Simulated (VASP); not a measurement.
Consider the following.

```
CELL_PARAMETERS angstrom
      3.97779     0.00000     0.00000
      0.00000     3.97779     0.00000
      0.00000     0.00000     3.97779
ATOMIC_POSITIONS crystal
  Sr 0.00000 0.00000 0.00000
  Ti 0.50000 0.50000 0.50000
  O  0.50000 0.00000 0.50000
  O  0.00000 0.50000 0.50000
  O  0.50000 0.50000 0.00000
```

Method: RPBE GGA, VASP's PBE PAW potentials (set 64) (plane waves; VASP 6.6.1). Settings: 520 eV cut-off, 6×6×6 Γ-centred mesh, tetrahedra with Blöchl corrections, potentials Sr_sv Ti_sv O.

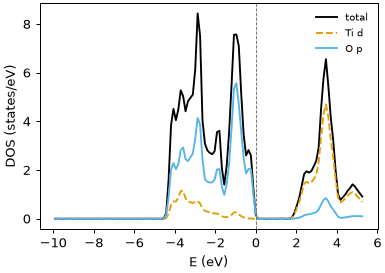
*Total and projected density of states, zero at the valence-band maximum*

Within 2 eV below the valence-band maximum the largest weight inside VASP's projection spheres is O p.

The gap is indirect, 1.79 eV, from the valence maximum at R to the conduction minimum at Γ.

The compound is SrTiO3 in the cubic perovskite structure, the ideal cubic form; the compound distorts at low or room temperature. It was relaxed first, which changed the volume by +6 %.
